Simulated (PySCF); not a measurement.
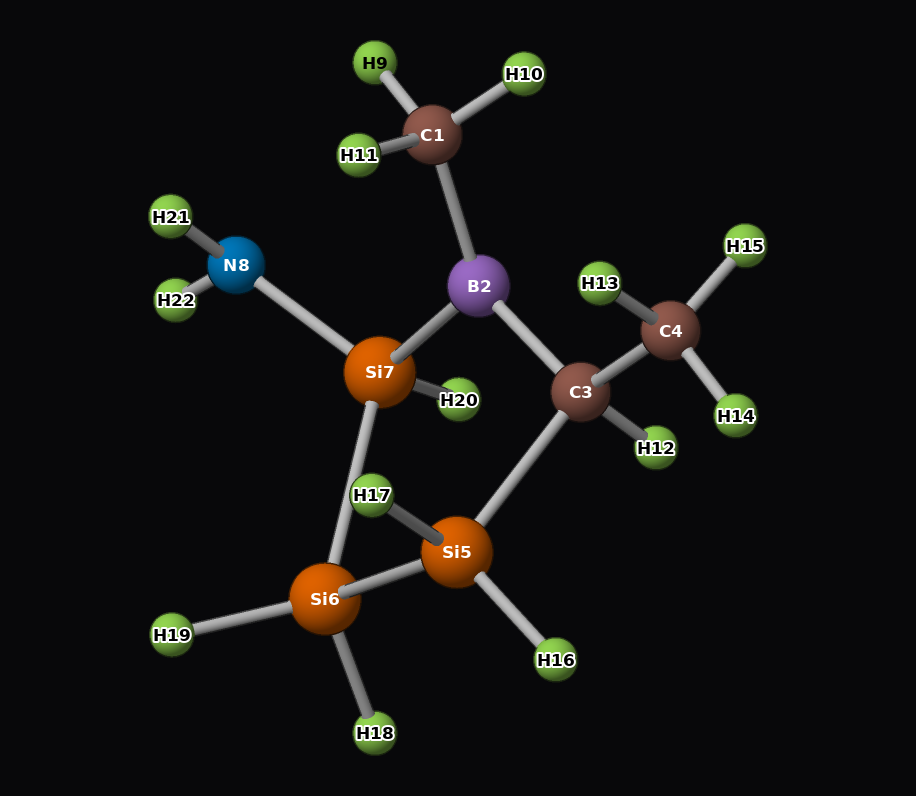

The questions are on isotropic NMR shieldings of the C atoms. The computed structure is the end point of a GFN2-xTB optimisation. No frequency run is at hand to confirm it as a minimum. Level of theory: GIAO PBE0/pcSseg-1 NMR shielding, non-relativistic, gas phase (PySCF 2.14.0).

Give the isotropic NMR shieldings of the C atoms atom by atom.

```csv
atom,σ (ppm)
C1,173.7
C3,146.4
C4,169.3
```

The geometry is semi-empirical. Around B, Si such bond lengths and angles can be off by a tenth of an ångström or more and by several degrees, and values that hang on the shape move with them.
